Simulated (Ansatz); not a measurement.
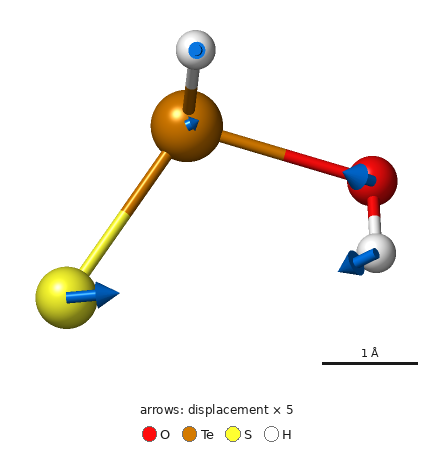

This is a relaxation of H₂TeSO. The starting structure is drawn; blue arrows show the displacements, magnified 5 times. The two geometries are superimposed by the best rigid fit.

Style: ball-and-stick. Shown at a tilt.

It is one of the separated reactants of a reaction.

Theory: Ansatz 0.2.0, RKS PBE0-D4/def2-TZVP.

Input file:
```yaml
crystal:
  periodic: [false, false, false]
  atoms:
    - {symbol: O, position_ang: [-1.556564, -1.034232, -0.016409]}
    - {symbol: Te, position_ang: [-0.595169, 0.457283, -1.017498]}
    - {symbol: S, position_ang: [1.017853, 1.268817, 0.348196]}
    - {symbol: H, position_ang: [-0.904529, -1.395967, 0.624132]}
    - {symbol: H, position_ang: [0.304907, -0.650941, -2.004751]}
basis:
  gaussian: {orbitals: def2-TZVP}
hamiltonian: {xc: pbe0, dispersion: d4}
relax: {f_tol: 0.005, max_steps: 200}
```

Run as
```bash
ansatz run in.yaml --threads 2 --pin off --events-out ev --progress --plain --max-ram 4352MiB
```

> What happened in the run?

After 4 geometry steps the energy has fallen by 0.110 eV. The largest force component goes from 1.3 to 0.0026 eV/Å. S3 moves most after the best rigid fit: 0.11 Å. By element the largest moves are S 0.11 Å, H 0.10 Å, O 0.09 Å, Te 0.03 Å. Near-neighbour distances that change, for instance: O1–Te2 2.037 → 1.952 Å, Te2–S3 2.264 → 2.220 Å, Te2–H5 1.736 → 1.696 Å, O1–H4 0.983 → 0.967 Å. Among the angles between lasting bonds that change: O1–Te2–S3 107.6° → 104.7°. The run took 6 s on 2 threads of AMD EPYC 9R45 96-Core (shared host).
